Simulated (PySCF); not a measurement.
Molecule: Ge(H)(OMe), CH4GeO, SMILES C[O][GeH], singlet. Atoms near the plane z = 0.0 Å, at the PBE0/def2-SVP optimised geometry (x, y, z in Å): Ge1 (-1.6, -1.0, 0.0), H2 (-1.7, 0.6, 0.0), O3 (0.2, -1.0, 0.0), C4 (1.1, 0.1, 0.0), H5 (1.7, 0.0, 0.9), H6 (1.7, 0.0, -0.9), H7 (0.5, 1.0, 0.0).

Calculation: PySCF with PBE0/def2-TZVP. Cells within 0.4 Å of a nucleus heavier than hydrogen are left out (blank, or x). The values are rescaled to run from 0 to 1.

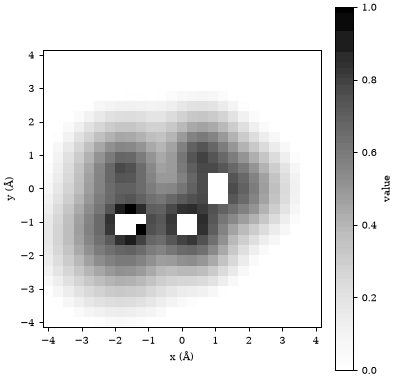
*a field on the plane z = 0.0 Å.*

### Question
Which quantity is mapped?
A. electrostatic potential
B. an orbital amplitude
C. deformation density (molecule minus spherical neutral atoms)
D. log10 of the electron density

### Answer
D, log10 of the electron density. In full: log10 of the electron density (e/bohr³), floored at −4.
